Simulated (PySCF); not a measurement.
SMILES BCB, CAM-B3LYP/def2-SVP optimised geometry. Atoms within 1.6 Å of the plane z = 0.0 Å (x, y, z in Å): B1 (0.78, -0.80, 0.00), C2 (-0.78, -0.80, 0.00), B3 (-1.23, 0.69, 0.00), H4 (1.40, -0.80, -1.04), H5 (1.39, -0.77, 1.04), H6 (-1.15, -1.29, -0.92), H7 (-1.14, -1.29, 0.92), H8 (-1.38, 1.29, 1.04), H9 (-1.40, 1.29, -1.04).

Method: CAM-B3LYP/def2-TZVP run with PySCF. Cells within 0.4 Å of a nucleus heavier than hydrogen are left out (blank, or x).

Map of the electrostatic potential (hartree/e), clipped to [-0.08, 0.12] on the plane z = 0.0 Å:

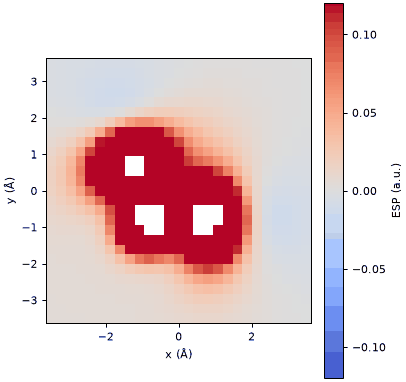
Fig. 1. Electrostatic potential (hartree/e), clipped to [-0.08, 0.12] on the plane z = 0.0 Å.
